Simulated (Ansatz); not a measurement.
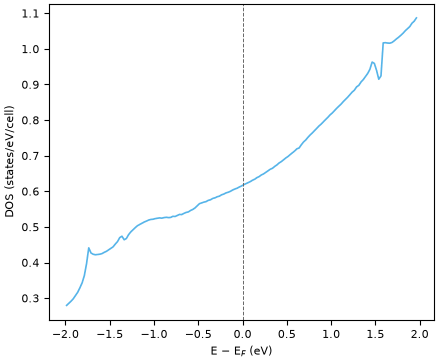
Fig. 1. Density of states of TaC (Fm-3m) near the Fermi level, PBEsol, rigid bands in Ansatz (an electronic-structure program).

Question: With 2 atoms a cell, what bare Sommerfeld coefficient γ = (π²/3) k_B² N(E_F) follows?

Answer: N(E_F) ≈ 0.62 states/eV a cell at 300 K, so γ ≈ 0.73 mJ/(mol of atoms·K²), before many-body enhancement (phonons, spin fluctuations, correlation).

Question: How far does the Fermi level move in a rigid band for 0.1 electron a cell added or removed?

Answer: 159 meV and -165 meV.

A metal at this level (no band gap); rigid bands, thermally averaged at 300 K, both spins. Spin-orbit coupling is left out, which matters with elements this heavy. Geometry: cell and atoms relaxed with PBEsol.
